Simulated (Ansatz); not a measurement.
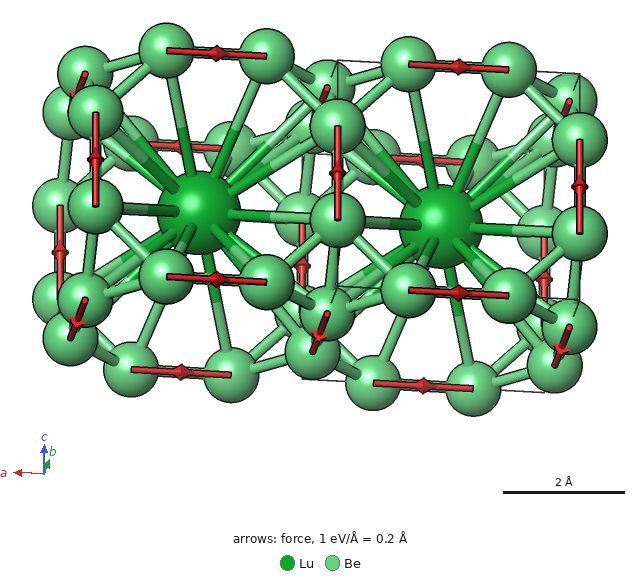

Starting geometry of solid LuBe$_{6}$ (a generated structure, set up in Pm-3m) (coarse preliminary run) with the computed forces as red arrows. The picture is a ball-and-stick view of the cell of the calculation, repeated 2 × 1 × 1 with one cell outlined, seen from a free direction.

Computed with DFT PBE, scalar-relativistic, plane waves, PAW in Ansatz 0.2.0. Settings: plane-wave cutoff 420 eV; k-point mesh 4 × 4 × 4; occupations gaussian; smearing width 0.1 eV; no spin polarisation; cell and atoms relaxed; force threshold 0.04 eV/Å; at most 70 steps.

### What follows when this structure is relaxed?

It isn't relaxed: the largest force vector, on Be atoms, is 5.41 eV/Å. The atoms end up moving mostly along the starting forces (cosine between the two patterns 1.00). The energy falls by 705 meV per atom in 4 accepted moves (5 points after the start). The largest force component goes from 5.4 to 0.014 eV/Å. The pressure goes from 53.62 to 0.16 GPa. The SCF was repeated once at an unchanged geometry on a basis and grid sized afresh for the cell, which shifted the energy by 5.0 meV per atom at most. The largest moves relative to the cell, 0.054 Å, are those of Be atoms. Lu stays in place. The drawn cell changes as follows: a = b = c 4.077 → 4.690 Å (+15.0 %); the volume changes by +52.2 %. Near-neighbour distances that change, for instance: Be–Lu 3.004 → 3.441 Å, Be–Be 1.689 → 2.019 Å, Be–Be 1.688 → 1.835 Å. The space group stays Pm-3m (No. 221).

Limits of the set-up: the k-point mesh is coarse for a cell with partly filled bands.
